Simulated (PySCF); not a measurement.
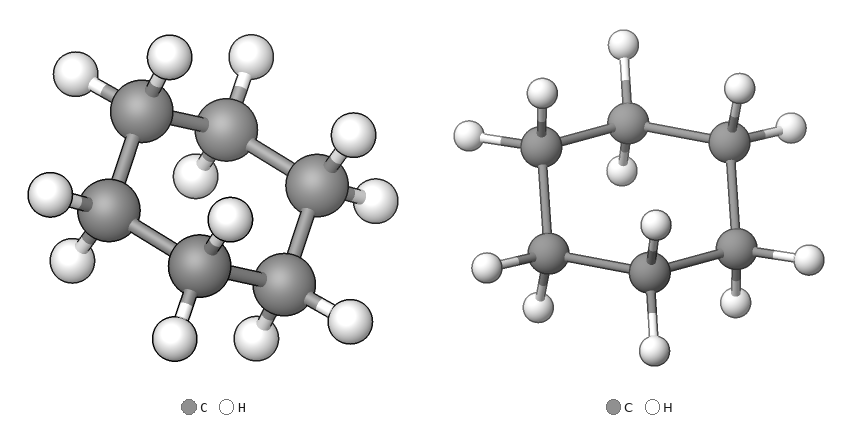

Both panels show the same species.

Computed geometry: PBE0-D3(BJ)/def2-SVP optimisation. No frequency run is at hand to confirm it as a minimum.

> Count the atoms of each element.

C₆H₁₂, 18 atoms: 6 carbon and 12 hydrogen.

> How many atoms are distinct by symmetry?

3: 6 C, 6 H, 6 H.

More results for the same structure follow; atom numbers are the same in all pictures, views and colours differ.

Shape

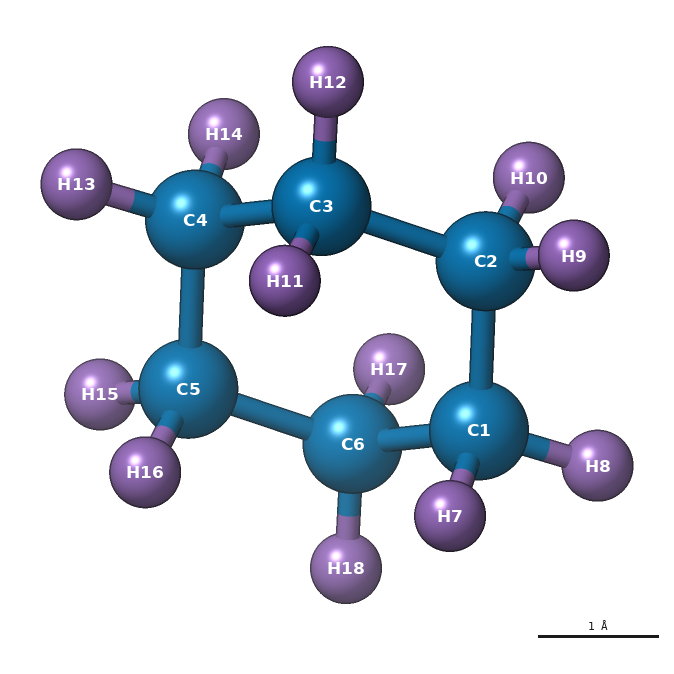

Atoms carry their numbers in the input. No frequency run is at hand to confirm it as a minimum.

> What is the geometry at C1?

C1 has 4 neighbours (C2 at 1.53, C6 at 1.53, H7 at 1.11, H8 at 1.10 Å); the arrangement is tetrahedral.

> What is the dihedral angle C2–C1–C6–C5?

54° in size, that is gauche.

Electronic properties

No frequency run is at hand to confirm it as a minimum. Level of theory: B3LYP/pcJ-1, gas phase (PySCF 2.14.0).

> Give the HOMO energy (Kohn–Sham orbital) at this level.

−8.18 eV.

> What is the HOMO–LUMO gap?

9.39 eV.

Core levels

No frequency run is at hand to confirm it as a minimum. Level of theory: delta-SCF UKS SCAN, pcX-2 on the ionised atom, pcseg-1 elsewhere, spin-free X2C (PySCF 2.14.0).

Give the core-electron binding energies (to vacuum) of C1 1s.

```json
{"atom": "C1", "level": "1s", "binding energy (eV)": "290.3"}
```

NMR shielding

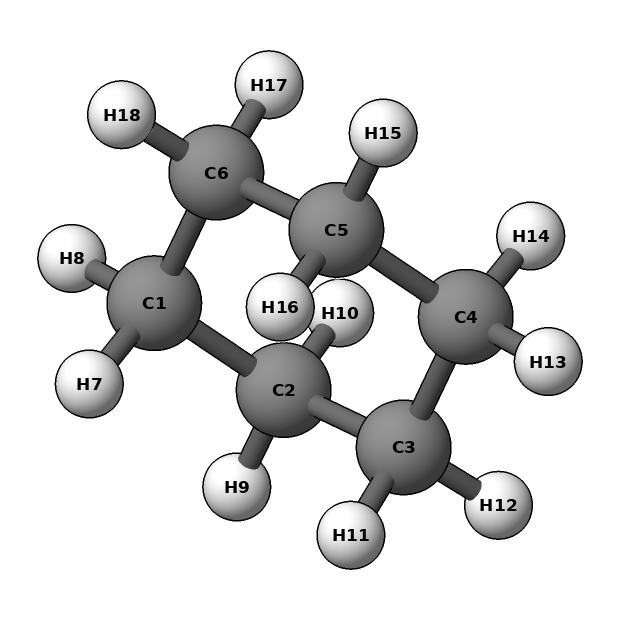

No frequency run is at hand to confirm it as a minimum. Level of theory: GIAO KT3/pcSseg-1 NMR shielding, non-relativistic, gas phase (PySCF 2.14.0). Principal shieldings σ11 ≤ σ22 ≤ σ33, span Ω = σ33 − σ11, skew κ = 3(σiso − σ22)/Ω.

Give the shielding tensors of the C atoms.

```json
{"atom": "C1, C2, C3…", "σ11": "146.4", "σ22": "152.9", "σ33": "154.9", "σiso": "151.4", "Ω": "8.5", "κ": "−0.53"}
```

Shieldings and span in ppm.
